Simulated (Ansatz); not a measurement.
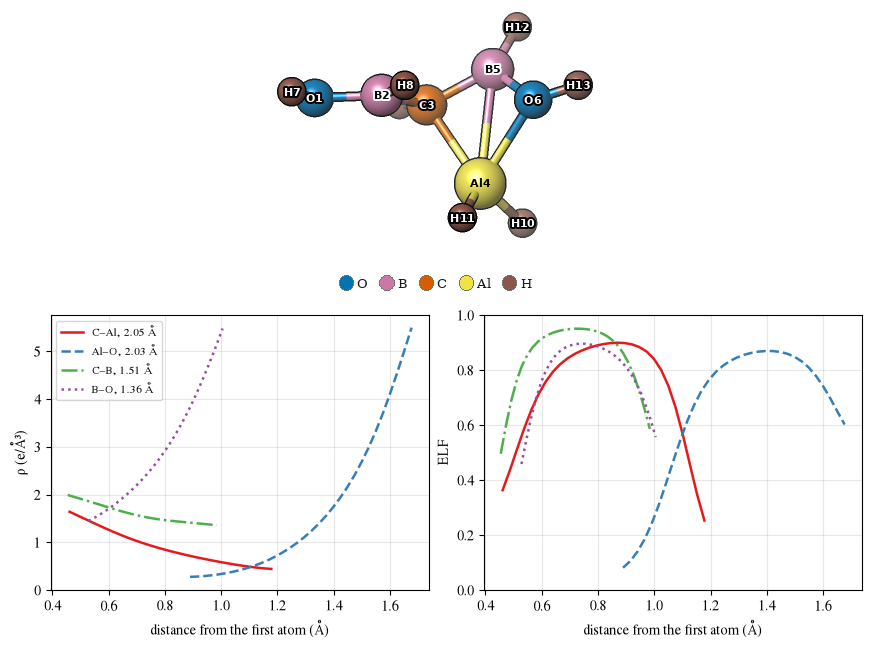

Figure 1: CH7AlB2O2. Electron density and ELF along straight lines between neighbouring atoms. The curves leave out the atomic cores. The structure is drawn too.

Method: RKS PBE0-D4/def2-SVP in Ansatz 0.2.0.

Input file:

```
crystal:
  periodic: [false, false, false]
  atoms:
    - { symbol: O, position_ang: [-2.3398, -1.0615, 0.1657] }
    - { symbol: B, position_ang: [-1.1193, -0.4059, 0.5232] }
    - { symbol: C, position_ang: [-0.0842, -0.0303, -0.6122] }
    - { symbol: Al, position_ang: [1.6858, -1.0884, -0.3284] }
    - { symbol: B, position_ang: [0.2798, 1.5184, -0.5791] }
    - { symbol: O, position_ang: [0.85, 2.1584, 0.6331] }
    - { symbol: H, position_ang: [-2.1834, -1.9885, 0.1749] }
    - { symbol: H, position_ang: [-0.8362, -0.1819, 1.6571] }
    - { symbol: H, position_ang: [-0.4613, -0.2731, -1.5532] }
    - { symbol: H, position_ang: [1.548, -2.6618, -0.615] }
    - { symbol: H, position_ang: [2.5448, -0.6943, 0.9194] }
    - { symbol: H, position_ang: [0.1171, 2.1911, -1.5097] }
    - { symbol: H, position_ang: [0.0191, 2.4831, 1.1389] }
basis:
  gaussian: { orbitals: def2-SVP }
hamiltonian:
  xc: pbe0
  dispersion: d4
relax:
  f_tol: 0.02
  max_steps: 50
output:
  orbitals: {}
```

Command:

```sh
ansatz run input.yaml --threads 2 --pin off --max-ram 3072MiB --backend cpu --events-out ev --progress --plain --runs-dir out
```

The fields are those of the run's last geometry, not of the input's.

Compare the contacts.

C–Al (2.05 Å): the density is about 0.56 e/Å³ at the midpoint; the ELF peaks at about 0.90 between the atoms: a shared but strongly polarised pair.
Al–O (2.03 Å): ρ at the midpoint is about 0.35 e/Å³; the ELF peaks at about 0.85 in the valence shell of O, 0.6 Å from its nucleus, and is about 0.30 at the midpoint.
C–B (1.51 Å): the density is about 1.5 e/Å³ at the midpoint; the ELF peaks at about 0.95 between the atoms; a covalent bond.
B–O (1.36 Å): ρ at the midpoint is about 2.1 e/Å³; the ELF peaks at about 0.90 between the atoms, as expected for a short, strongly polar bond.
